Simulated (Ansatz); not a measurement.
Electronic density of states of amorphous Au₄₀Si₁₀, density 14.78 g/cm³, on a 2×2×2 Γ-centred mesh with a Gaussian width of 0.1 eV; energies count from the Fermi level. Cell and mesh are small, so fine structure isn't converged. Calculation: PBE, scalar-relativistic without spin-orbit coupling (plane waves to 420 eV, PAW; Ansatz, a quantum-chemistry and plane-wave program). Sampling: a 2×2×2 Γ-centred mesh; Fermi-Dirac width 0.1 eV; no spin polarisation.

Preparation: random packing, a CHGNet melt and quench, and a DFT relaxation. The hot cell started wider than the set density and was brought back towards it in steps. It is the lowest in DFT energy of 3 quenches. It is a model cell: composition and starting density were chosen by hand, and all elements were melted together. No dispersion term was used. Its density started from a set value of 16.04 and ended at 14.78 g/cm³. The quench (nominally 84 K/ps over its main leg) was far faster than any real one, so the model tends to hold more defects than a real film. Values belong to this one cell and scatter from quench to quench. Volume and shape were free in the relaxation. Stress components on the final sampling reach 1.6 GPa. On a 2×2×2 Γ-centred mesh force components of up to 0.29 eV/Å stay, since the relaxation ran on one k-point at (1/4, 1/4, 1/4).

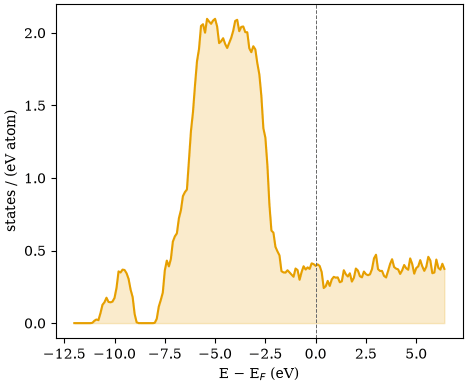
Fig. 1. Density of states per atom
